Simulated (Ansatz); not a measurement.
Input file:

```
crystal:
  periodic: [false, false, false]
  atoms:
    - { symbol: Ga, position_ang: [0.0, 0.0, 0.0] }
    - { symbol: Cl, position_ang: [0.0, 0.0, 2.59] }
    - { symbol: H, position_ang: [1.3596, 0.0, -0.785] }
    - { symbol: H, position_ang: [-1.3596, 0.0, -0.785] }
    - { symbol: S, position_ang: [0.1074, -2.4365, 0.8104] }
    - { symbol: H, position_ang: [-0.6501, -3.2469, -0.0437] }
    - { symbol: H, position_ang: [0.0646, -1.4642, 2.0775] }
basis:
  gaussian: { orbitals: def2-SVP }
hamiltonian:
  xc: hf
relax:
  f_tol: 0.15
  max_steps: 25
  restrain:
    - { distance: [0, 4], at: 3.47, k: 30.0 }
    - { distance: [6, 1], at: 2.57, k: 30.0 }
    - { distance: [0, 1], at: 2.24, k: 30.0 }
    - { distance: [6, 4], at: 1.4, k: 30.0 }
output:
  orbitals: {}
```

Command:

```sh
ansatz run input.yaml --threads 1 --pin off --max-ram 2048MiB --backend cpu --events-out ev --progress --plain --runs-dir out
```

The fields are those of the run's last geometry, not of the input's.

Not at a stationary point (largest force 1.0 eV/Å).

All numbers below come from Ansatz 0.2.0, RHF/def2-SVP.

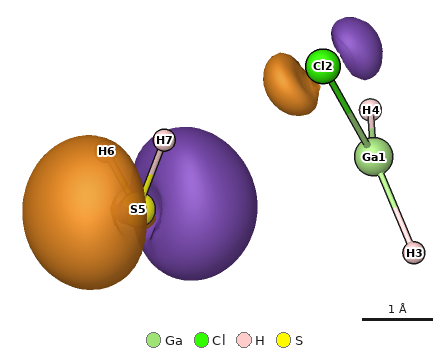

ClGaH2···H2S. The HOMO at ±0.15 Å⁻³ᐟ² (orange and purple are the two phases), seen from one side.

Q: Describe this orbital and give its energy.

A: It lies mainly on S5 (about 80 %) and Cl2 (about 5 %); largely a lone pair of S5. Its energy is −10.79 eV.
